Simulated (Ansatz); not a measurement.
## Convergence of a linear-scaling basis for amorphous Si0.5Ge0.5 (400 atoms)

Wanted: errors and times of a linear-scaling basis for amorphous Si0.5Ge0.5 (400 atoms). A setting counts as converged where the r.m.s. difference of forces stays under 1 % of the r.m.s. force.

Program: Ansatz 0.2.0. Level of theory: Kohn-Sham DFT, PBE, PAW (set soft_2), plane waves. Results are calculated unless marked as measured.

**1. The starting structure**

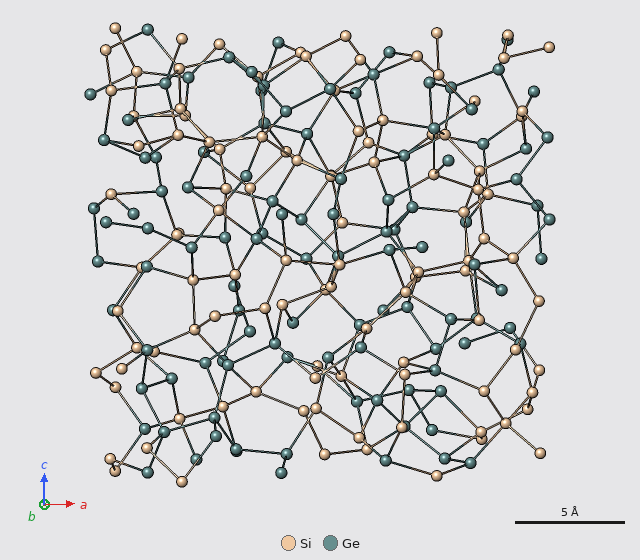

Start, viewed in part; silicon light orange, germanium teal. Drawn is a slice 10 Å thick, seen along the normal of the ac plane. Bonds to atoms that aren't drawn are left out.

The cell holds 400 atoms: 200 Si and 200 Ge. Its edges and angles: a = 20.543 Å, b = 20.543 Å, c = 20.543 Å, α = 90.0°, β = 90.0°, γ = 90.0°. 400 atoms (200 Si, 200 Ge) placed at random at 3.86 g/cm³, melted at 3500 K for 10 ps at fixed volume with the Tersoff potential (Tersoff, Phys. Rev. B 39, 5566 (1989)). Quenched from 2700 K to 500 K at 50 K/ps and fixed volume, held 5 ps, then minimised at fixed cell.

Before any run, some limits are plain. The quench rate of 50 K/ps is many orders above laboratory rates, so the cell is likely richer in defects and strain than a real sample. The starting topology of bonds comes from the classical model, and needn't be the one that DFT or experiment would give. Only the Γ point is sampled, in a cell whose shortest periodic width is 21 Å.

**2. Plane-wave single point**

The first run uses the default basis; a harder plane-wave run follows as the reference for the support functions.

Input file input.yaml:

```yaml
crystal:
  lattice:
    - [20.5433, 0.0, 0.0]
    - [0.0, 20.5433, 0.0]
    - [0.0, 0.0, 20.5433]
  atoms:
    - { symbol: Si, position: [0.14017, 0.71563, 0.25208] }
    - { symbol: Si, position: [0.17044, 0.07098, 0.80203] }
    - { symbol: Si, position: [0.95246, 0.45547, 0.81242] }
    - { symbol: Si, position: [0.28118, 0.62024, 0.71621] }
    - { symbol: Si, position: [0.96419, 0.64502, 0.78442] }
    - { symbol: Si, position: [0.83679, 0.524, 0.46961] }
    - { symbol: Si, position: [0.3615, 0.3943, 0.76387] }
    - { symbol: Si, position: [0.86112, 0.52778, 0.67162] }
    - { symbol: Si, position: [0.56448, 0.99538, 0.34122] }
    - { symbol: Si, position: [0.79643, 0.88324, 0.72184] }
    - { symbol: Si, position: [0.22305, 0.08316, 0.20102] }
    - { symbol: Si, position: [0.7478, 0.38472, 0.67713] }
    - { symbol: Si, position: [0.17653, 0.42517, 0.91599] }
    - { symbol: Si, position: [0.86665, 0.006, 0.88194] }
    - { symbol: Si, position: [0.92813, 0.32361, 0.28576] }
    - { symbol: Si, position: [0.56219, 0.24014, 0.39929] }
    - { symbol: Si, position: [0.66694, 0.9891, 0.51819] }
    - { symbol: Si, position: [0.67322, 0.25379, 0.23735] }
    - { symbol: Si, position: [0.10902, 0.20048, 0.66686] }
    - { symbol: Si, position: [0.44764, 0.9539, 0.33622] }
    - { symbol: Si, position: [0.2437, 0.41681, 0.7505] }
    - { symbol: Si, position: [0.24607, 0.26536, 0.37071] }
    - { symbol: Si, position: [0.91572, 0.17648, 0.36372] }
    - { symbol: Si, position: [0.68602, 0.40576, 0.40988] }
    - { symbol: Si, position: [0.94855, 0.86232, 0.37247] }
    - { symbol: Si, position: [0.35006, 0.16873, 0.52071] }
    - { symbol: Si, position: [0.51915, 0.60314, 0.3993] }
    - { symbol: Si, position: [0.44895, 0.90994, 0.84465] }
    - { symbol: Si, position: [0.97626, 0.47189, 0.17571] }
    - { symbol: Si, position: [0.42788, 0.98199, 0.45398] }
    - { symbol: Si, position: [0.79393, 0.90801, 0.60727] }
    - { symbol: Si, position: [0.46547, 0.53866, 0.1314] }
    [... 362 atom lines left out ...]
    - { symbol: Ge, position: [0.06219, 0.87109, 0.18108] }
    - { symbol: Ge, position: [0.29035, 0.57449, 0.52078] }
    - { symbol: Ge, position: [0.24561, 0.23913, 0.7542] }
    - { symbol: Ge, position: [0.62918, 0.96809, 0.00935] }
    - { symbol: Ge, position: [0.39592, 0.24827, 0.60146] }
    - { symbol: Ge, position: [0.26558, 0.04743, 0.98445] }
kpoints:
  mp_grid: { grid: [1, 1, 1] }
hamiltonian:
  xc: pbe
scf:
  occupations: { method: gaussian, width: 0.025 }
output:
  forces: true
  stress: true
  populations: intrinsic
  dos:
    method: { smearing: { sigma: 0.15 } }
    de: 0.1
    projected: { site_lists: { Ge: [Ge], Si: [Si] } }
  eigenvalues: true
  write_density: true
  write_potential: true
  volumetric_format: npy
```

Run with:

```console
$ ansatz run input.yaml --threads 32 --pin off --max-ram 143360MiB --backend cuda --events-out ev --progress --plain --runs-dir out
```

Numbers of over 12 decimals in the logs are rounded to 6 here.

Log:

```text
Engine: ansatz 0.2.0, aarch64-unknown-linux-gnu
Pseudopotentials: kind: paw
Pseudopotential: Si, paw, valence charge 4, recommended cutoff 420 eV (normal), Si.paw.azcp
Pseudopotential: Ge, paw, valence charge 14, recommended cutoff 420 eV (normal), Ge.paw.azcp
[... 5 lines on functional and potentials left out ...]
device memory: the entry about to start is reckoned to put 42.7 GiB on a device that reports 182.5 GiB free
GPU FFT provider: cuFFT
GPU libraries: cuBLAS 13.8.1, cuFFT 12.4.0, cuSOLVER 12.3.2
GPU matrix products: emulated (plane waves: as basis.precision tells), large ones in fixed point in workspaces of 1.00 GiB
Crystal: 400 atoms, lattice volume = 8669.831 Å³
Basis set: ecut = 420 eV, 169437 PW (Γ), exchange–correlation on 288×288×288 points (8 copies of the dense FFT grid, shifted against one another)
Bands: 2200, of which v1, the nominal top of the filled ones, is band 1800 counted from 1 (1799 counted from 0)
Symmetry: 1 space group operations
Space group: P1 (ITA 1), of the structure as read, at distance tolerance 2.1e-4 Å
k-points: 1
[... 5 lines on functional and potentials left out ...]
Initial density: superposition of atomic densities (neutral atoms: chi_scale 0, normalization atom), corrected by the library's trained network
Initial wavefunctions: pseudopotential atomic-orbital guess
GPU buffer pool allocated for 2985984 grid points (all kernels)
GPU transforms: local potential and band sums: pruned to the plane-wave sphere, on 144×144×144
GPU projectors: on the FFT box's points about the atoms, with room for 3591600 of them (16 bands a pass); a geometry past the room, sums that fail their trial, or a want of GPU memory keeps the tables, and a block in half precision can take them where they are the faster
Functional: x = pbe(κ = 0.804, μ = 0.219515), c = pbe(β = 0.066725)
SCF iter   1: F=—  HF=-986039.849668 eV  |F-HF|=—  |Δ(HF+E_count)|=         —  Δρ=2.82e-3  dr2=2.79e0  ethr=1.77e-3  ⟨swp⟩=5.0  Hψ=7789  notcnv=0  defer=312
preconditioner: auto → LDOS  [metal: Δε(μ)=0.012 eV  Ē_g=7.612 eV  σ=0.025 eV  W_gap=0.25  n_scr=1934 (ndim 8)  ℏωp=16.0 eV  f_vac=0.028  D(μ)=156.03/eV (n_scr^D=846)  β→1.0]
SCF iter   2: F=—  HF=-986039.594551 eV  |F-HF|=—  |Δ(HF+E_count)|=   2.55e-1  Δρ=1.49e-3  dr2=5.23e-1  ethr=7.76e-5  ⟨swp⟩=3.0  Hψ=3061  notcnv=0  defer=373
SCF iter   3: F=—  HF=-986039.497173 eV  |F-HF|=—  |Δ(HF+E_count)|=   9.74e-2  Δρ=5.69e-4  dr2=1.45e-1  ethr=1.45e-5  ⟨swp⟩=2.0  Hψ=3654  notcnv=0  defer=373
SCF iter   4: F=—  HF=-986039.477937 eV  |F-HF|=—  |Δ(HF+E_count)|=   1.92e-2  Δρ=2.31e-4  dr2=2.49e-2  ethr=4.03e-6  ⟨swp⟩=2.0  Hψ=2649  notcnv=0  defer=373
SCF iter   5: F=—  HF=-986039.473782 eV  |F-HF|=—  |Δ(HF+E_count)|=   4.15e-3  Δρ=1.00e-4  dr2=4.19e-3  ethr=6.91e-7  ⟨swp⟩=2.0  Hψ=2353  notcnv=0  defer=373
SCF iter   6: F=—  HF=-986039.473798 eV  |F-HF|=—  |Δ(HF+E_count)|=   1.62e-5  Δρ=4.35e-5  dr2=6.15e-4  ethr=1.16e-7  ⟨swp⟩=2.0  Hψ=3524  notcnv=0  defer=373
SCF iter   7: F=—  HF=-986039.473268 eV  |F-HF|=—  |Δ(HF+E_count)|=   5.30e-4  Δρ=2.05e-5  dr2=1.22e-4  ethr=1.71e-8  ⟨swp⟩=2.0  Hψ=3531  notcnv=0  defer=373
SCF iter   8: F=—  HF=-986039.481022 eV  |F-HF|=—  |Δ(HF+E_count)|=   7.75e-3  Δρ=9.38e-6  dr2=3.04e-5  ethr=3.39e-9  ⟨swp⟩=2.0  Hψ=3899  notcnv=0  defer=373
SCF iter   9: F=—  HF=-986039.480924 eV  |F-HF|=—  |Δ(HF+E_count)|=   9.82e-5  Δρ=4.82e-6  dr2=7.22e-6  ethr=8.46e-10  ⟨swp⟩=2.0  Hψ=3530  notcnv=0  defer=373
SCF iter  10: F=—  HF=-986039.480923 eV  |F-HF|=—  |Δ(HF+E_count)|=   4.90e-7  Δρ=2.15e-6  dr2=1.49e-6  ethr=2.01e-10  ⟨swp⟩=2.0  Hψ=3528  notcnv=0  defer=373
SCF iter  11: F=—  HF=-986039.480923 eV  |F-HF|=—  |Δ(HF+E_count)|=   1.28e-7  Δρ=1.10e-6  dr2=3.27e-7  ethr=4.15e-11  ⟨swp⟩=2.0  Hψ=3528  notcnv=0  defer=373
SCF iter  12: F=-986039.480923 eV  HF=-986039.480923 eV  |F-HF|=4.97e-8  |Δ(HF+E_count)|=   1.57e-8  Δρ=5.32e-7  dr2=6.79e-8  ethr=2.78e-12  ⟨swp⟩=16.0  Hψ=16106  notcnv=0
SCF 1 converged in 12 iterations: F = -986039.480923 eV  dr2 = 6.79e-8
  greatest PAW one-centre occupation: 0.998 electrons in one spin orbital (limit 2), on the Ge atom at site 210 (counted from 0), in its partial waves of l = 2
SCF converged after 12 iterations
Free energy (F): -986039.480923 eV
Harris-Foulkes:  -986039.480923 eV  (|F-HF|=4.97e-8)
Internal energy: -986039.430283 eV  (E = F + TS)
E sigma→0 (E₀):  -986039.455603 eV
Entropy (-TS):   -0.050640 eV (-0.127 meV/atom)
Fermi energy:    7.266831 eV
--- Per-component energies (eV) ---
  E_band       = -31157.932178
  E_kinetic    = 30150.259123
  E_local      = -603417.215736  (includes V_loc(G=0)·N_el)
  E_nonlocal   = 88715.876305
  E_hartree    = 269153.903098
  E_xc         = -26085.939127
  E_vxc        = -22175.506598  (∫ρ·V_xc dr)
  E_paw        = -506318.924878  (= ΣΔE_a)
  E_vpaw       = -62739.231813  (= ΣTr[D̂ρ^β])
  E_aug_tail   = 0.062881  (compensation charges beyond the density's cutoff)
  E_ewald      = -238237.451948
  E_smearing   = -0.050640  (= −TS)
  E_closure    = -0.000000  (closes the sum)
  Σ components = -986039.480923   (vs F -986039.480923, Δ=0.00e0)
--- Forces (eV/Å), atoms counted from 1 ---
[... 400 lines of forces left out ...]
  max |Σ_I F_I| component: 3.18e-5 eV/Å
--- Stress (GPa, compression-positive) ---
        1.180340       0.125141      -0.204598
        0.125141       1.315311       0.162860
       -0.204598       0.162860       0.627880
  P = ⅓ Tr σ = 1.0412 GPa (10.412 kbar)
--- Band table (eV) ---
[... left out ...]
--- intrinsic populations: 400 sites ---
  site symbol       q [e]
[... 400 lines, one an atom, left out ...]
  spilling = 0.000000 (of n_electrons = 3600.000000)
```

Run time: 11 s. Hardware: 1 × NVIDIA GB200 with 32 threads of Arm Neoverse V2, shared host; peak memory 5.1 GiB.

That memory is the host's; the program planned up to 42.7 GiB on the GPU. Forces of this run were stored rounded, and per-atom blocks of the log weren't kept.

Numbers from this run:

```
free energy                             : -986039.4809 eV
free energy per atom                    : -2465.0987 eV/atom
SCF cycles                              : 12
pressure                                : 1.041 GPa
r.m.s. force component                  : 0.2532 eV/Å
longest force                           : 1.271 eV/Å
Fermi energy                            : 7.267 eV
levels partly filled by over 2 per cent : 5
```

The r.m.s. force component of 0.25 eV/Å sets the scale for the differences below.

**3. Plane waves at 750 eV (750 eV)**

A harder cutoff gives the support functions a reference with less basis error.

input.yaml, the sections that differ from step 2:

```yaml
output:
  forces: true
  eigenvalues: true
basis:
  ecutwfc: "750 eV"
# crystal, kpoints, hamiltonian, scf: as in step 2
```

Log:

```text
[...]
GPU FFT provider: cuFFT
GPU libraries: cuBLAS 13.8.1, cuFFT 12.4.0, cuSOLVER 12.3.2
[...]
Crystal: 400 atoms, lattice volume = 8669.831 Å³
Basis set: ecut = 750 eV, 404039 PW (Γ), exchange–correlation on 384×384×384 points (8 copies of the dense FFT grid, shifted against one another)
Bands: 2200, of which v1, the nominal top of the filled ones, is band 1800 counted from 1 (1799 counted from 0)
Symmetry: 1 space group operations
[...]
k-points: 1
[...]
GPU buffer pool allocated for 7077888 grid points (all kernels)
[...]
SCF iter   1: F=—  HF=-986040.145306 eV  |F-HF|=—  |Δ(HF+E_count)|=         —  Δρ=2.83e-3  dr2=2.81e0  ethr=1.77e-3  ⟨swp⟩=6.0  Hψ=8443  notcnv=0  defer=53
[...]
SCF iter  11: F=—  HF=-986039.771658 eV  |F-HF|=—  |Δ(HF+E_count)|=   1.15e-7  Δρ=1.05e-6  dr2=3.00e-7  ethr=4.00e-11  ⟨swp⟩=2.0  Hψ=3528  notcnv=0  defer=373
SCF iter  12: F=-986039.771658 eV  HF=-986039.771658 eV  |F-HF|=4.09e-8  |Δ(HF+E_count)|=   1.59e-8  Δρ=5.07e-7  dr2=5.83e-8  ethr=2.78e-12  ⟨swp⟩=12.0  Hψ=9532  notcnv=0
SCF 1 converged in 12 iterations: F = -986039.771658 eV  dr2 = 5.83e-8
[...]
SCF converged after 12 iterations
Free energy (F): -986039.771658 eV
[...]
Internal energy: -986039.721019 eV  (E = F + TS)
E sigma→0 (E₀):  -986039.746339 eV
Entropy (-TS):   -0.050639 eV (-0.127 meV/atom)
Fermi energy:    7.266630 eV
[...]
Σ components = -986039.771658   (vs F -986039.771658, Δ=0.00e0)
--- Forces (eV/Å), atoms counted from 1 ---
[... 400 lines of forces left out ...]
  max |Σ_I F_I| component: 4.46e-5 eV/Å
--- Band table (eV) ---
[... left out ...]
```

It took 14 s on 1 × NVIDIA GB200 with 32 threads; peak memory 3.7 GiB.

That memory is the host's; the program planned up to 95.5 GiB on the GPU.

Forces differ from the reference by 0.064 meV/Å r.m.s., 0.025 % of their size, well within a tolerance of 1 %; the energy by -0.73 meV/atom.

**4. Support functions medium**

With localised support functions most steps grow linearly with size, though the diagonalisation grows faster unless the density matrix is cut; this run measures error and cost at this size. The level medium gives here a grid of 90×90×90 points and a radius of 4.15 Å. Besides, the program derives a nominal cutoff of 420 eV for this run, against the reference's 750.

This step: Kohn-Sham DFT, PBE, PAW (set soft_2), localised support functions (medium) (Ansatz 0.2.0).

input.yaml, the sections that differ from step 3:

```yaml
scf:
  occupations: { method: gaussian, width: 0.025 }
  eigensolver: { kind: { support_functions: { accuracy: medium } } }
  mixing: { beta: 0.4 }
  max_iter: 150
# crystal, kpoints, hamiltonian, output: as in step 3
# basis: removed
```

Log:

```text
Warning: scf.eigensolver.kind.support_functions: disabling space-group detection — the functions' gradient is summed over unrotated k-points, so no spatial operation reduces the k-mesh or symmetrises the density; time reversal is kept, so that k and −k are solved as one point where they differ and the mesh holds both, and exact exchange and, on two spinor components, a DFT+U term hold to it where the run has them: [...]
settings of this run that can trade accuracy for cost: scf.eigensolver.kind.support_functions [...]
[...]
GPU FFT provider: cuFFT
GPU libraries: cuBLAS 13.8.1, cuFFT 12.4.0, cuSOLVER 12.3.2
[...]
Crystal: 400 atoms, lattice volume = 8669.831 Å³
Basis set: ecut = 420 eV, 169437 PW (Γ), exchange–correlation on 288×288×288 points (8 copies of the dense FFT grid, shifted against one another)
Bands: 2160, of which v1, the nominal top of the filled ones, is band 1800 counted from 1 (1799 counted from 0)
Symmetry: 1 space group operations
k-points: 1
[...]
GPU buffer pool allocated for 2985984 grid points (all kernels)
Eigensolver: Support functions (medium, 90×90×90 points, laid for a spacing of at most 0.228497 Å, radius 4.149036 Å, 2 species' potentials softened for the grid, 2 wholly corrected for its errors in the mean over positions, 2 with the egg-box correction, energy correction by stochastic trace)
[...]
SCF iter   1: F=—  HF=-985965.535482 eV  |F-HF|=—  |Δ(HF+E_count)|=         —  Δρ=3.10e-2  dr2=2.24e2  ethr=1.00e-1
[...]
SCF iter  13: F=—  HF=-986039.683547 eV  |F-HF|=—  |Δ(HF+E_count)|=   6.63e-3  Δρ=1.32e-5  dr2=2.54e-5  ethr=2.75e-9  κ⁻¹=5.0e-6(r=7)
SCF iter  14: F=-986039.689214 eV  HF=-986039.689211 eV  |F-HF|=3.38e-6  |Δ(HF+E_count)|=   5.66e-3  Δρ=5.77e-6  dr2=5.45e-6  ethr=7.06e-10
SCF 1 converged in 14 iterations: F = -986039.825050 eV  dr2 = 5.45e-6
[...]
SCF converged after 14 iterations
Stability not checked: this state was not tested for a lower state beside it, because the mixer in use, unlike msr1, does not test its closes by its own steps (another_mixer; see scf.mixing.algorithm and scf.lower_state_search)
Free energy (F): -986039.825050 eV
[...]
Internal energy: -986039.774604 eV  (E = F + TS)
E sigma→0 (E₀):  -986039.799827 eV
Entropy (-TS):   -0.050446 eV (-0.126 meV/atom)
Fermi energy:    7.267042 eV
[...]
Σ components = -986039.825050   (vs F -986039.825050, Δ=0.00e0)
--- Forces (eV/Å), atoms counted from 1 ---
[... 400 lines of forces left out ...]
  max |Σ_I F_I| component: 6.33e-3 eV/Å
--- Band table (eV) ---
[... left out ...]
```

The job ended after 9.9 s (1 × NVIDIA GB200 with 32 threads; peak memory 2.3 GiB).

That memory is the host's; the program planned up to 10.6 GiB on the GPU.

The program notes that the band table was not solved further than the SCF left it and it switched symmetry off.

Keys that differ from the reference: basis.ecutwfc removed, support_functions.accuracy = "medium", scf.max_iter = 150 and scf.mixing.beta = 0.4.

Forces differ from the reference by 0.27 meV/Å r.m.s., 0.11 % of their size, well within a tolerance of 1 %; the energy by -0.13 meV/atom. It took 0.70 times the reference's time. The two runs also began from different starting densities, which bears on cycles and time.

**5. Support functions low**

The level low is asked for. Here it resolves to the same grid and radius as in the run with support functions medium, so the basis is not new. Besides, the program derives a nominal cutoff of 420 eV for this run, against the reference's 750.

This step: Kohn-Sham DFT, PBE, PAW (set soft_2), localised support functions (low) (Ansatz 0.2.0).

input.yaml, the sections that differ from step 4:

```yaml
scf:
  occupations: { method: gaussian, width: 0.025 }
  eigensolver: { kind: { support_functions: { accuracy: low } } }
  mixing: { beta: 0.4 }
  max_iter: 150
# crystal, kpoints, hamiltonian, output: as in step 4
```

Log:

```text
[...]
GPU FFT provider: cuFFT
GPU libraries: cuBLAS 13.8.1, cuFFT 12.4.0, cuSOLVER 12.3.2
[...]
Crystal: 400 atoms, lattice volume = 8669.831 Å³
Basis set: ecut = 420 eV, 169437 PW (Γ), exchange–correlation on 288×288×288 points (8 copies of the dense FFT grid, shifted against one another)
Bands: 2160, of which v1, the nominal top of the filled ones, is band 1800 counted from 1 (1799 counted from 0)
Symmetry: 1 space group operations
k-points: 1
[...]
GPU buffer pool allocated for 2985984 grid points (all kernels)
Eigensolver: Support functions (low, 90×90×90 points, laid for a spacing of at most 0.228497 Å, radius 4.149036 Å, 2 species' potentials softened for the grid, 2 wholly corrected for its errors in the mean over positions, 2 with the egg-box correction, energy correction by stochastic trace)
[...]
SCF iter   1: F=—  HF=-985965.535482 eV  |F-HF|=—  |Δ(HF+E_count)|=         —  Δρ=3.10e-2  dr2=2.24e2  ethr=1.00e-1
[...]
SCF iter  12: F=—  HF=-986039.676923 eV  |F-HF|=—  |Δ(HF+E_count)|=   8.03e-3  Δρ=2.59e-5  dr2=1.01e-4  ethr=8.33e-9  κ⁻¹=1.8e-5(r=7)
SCF iter  13: F=-986039.683580 eV  HF=-986039.683550 eV  |F-HF|=3.02e-5  |Δ(HF+E_count)|=   6.63e-3  Δρ=1.30e-5  dr2=2.49e-5  ethr=2.81e-9
SCF 1 converged in 13 iterations: F = -986039.824998 eV  dr2 = 2.49e-5
[...]
SCF converged after 13 iterations
[...]
Free energy (F): -986039.824998 eV
[...]
Internal energy: -986039.774557 eV  (E = F + TS)
E sigma→0 (E₀):  -986039.799778 eV
Entropy (-TS):   -0.050441 eV (-0.126 meV/atom)
Fermi energy:    7.267074 eV
[...]
Σ components = -986039.824998   (vs F -986039.824998, Δ=0.00e0)
--- Forces (eV/Å), atoms counted from 1 ---
[... 400 lines of forces left out ...]
  max |Σ_I F_I| component: 6.45e-3 eV/Å
--- Band table (eV) ---
[... left out ...]
```

Elapsed: 8.9 s, on 1 × NVIDIA GB200 with 32 threads; peak memory 2.3 GiB.

That memory is the host's; the program planned up to 10.6 GiB on the GPU.

Keys that differ from the reference: basis.ecutwfc removed, support_functions.accuracy = "low", scf.max_iter = 150 and scf.mixing.beta = 0.4.

Forces differ from the reference by 0.28 meV/Å r.m.s., 0.11 % of their size, well within a tolerance of 1 %; the energy by -0.13 meV/atom. It took 0.63 times the reference's time. The two runs also began from different starting densities, which bears on cycles and time.

(Part 1 of 3 ends here.)

[Logs are printed without paths, hosts, clocks, repeated set-up lines and the standing remarks that a program may print on its own settings, such as how far it seeks lower states.]

[Hosts, paths, dates, database ids (printed as entryN), source tags and the programs' standing remarks are cut or masked in the printed files.]
